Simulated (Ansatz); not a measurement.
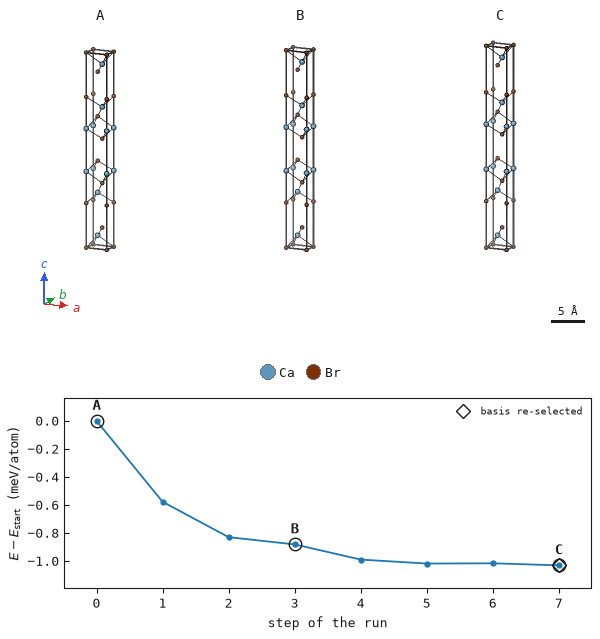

Frames of a relaxation of solid Ca₂Br₃ (built on the tetradymite_166 type), marked on the history of the run. The picture is a ball-and-stick view of the conventional cell (3 times the calculation's cell), seen slightly off an axis. Lengths and directions refer to the drawn axes.

Case: tetradymite type (R-3m, No. 166).

Theory: DFT PBE, scalar-relativistic, plane waves, PAW (Ansatz). Set-up: plane-wave cutoff 420 eV; k-point mesh 12 × 12 × 12; occupations gaussian; smearing width 0.1 eV; no spin polarisation; cell and atoms relaxed; force threshold 0.01 eV/Å; at most 80 steps.

**Describe the path.**

The largest moves relative to the cell, 0.088 Å, are those of Br atoms. Largest moves by element: Br 0.088 Å, Ca 0.055 Å. Cell: a = b 4.413 → 4.368 Å (−1.0 %), c 30.247 → 31.278 Å (+3.4 %). Volume +1.3 %. Among the contacts that change: Br–Ca 3.076 → 3.057 Å, Br–Ca 2.940 → 2.926 Å. The space group stays R-3m (No. 166). The energy falls by 1.0 meV per atom in 6 accepted moves (7 points after the start). The largest force component goes from 0.037 to under 0.0001 eV/Å. The pressure goes from −0.28 to 0.00 GPa. At 1 point the geometry stayed and the basis and grid were re-selected for the new cell (energy shift of less than 0.05 meV per atom at most each time). From step 0 to 3: Br atoms move most (0.02 Å), volume −1.0 %, energy −0.9 meV per atom. From step 3 to 7: Br atoms move most (0.07 Å), volume +2.3 %, energy −0.1 meV per atom.

Limits of the set-up: an odd number of electrons was run without spin polarisation, which fails if the electron would localise.
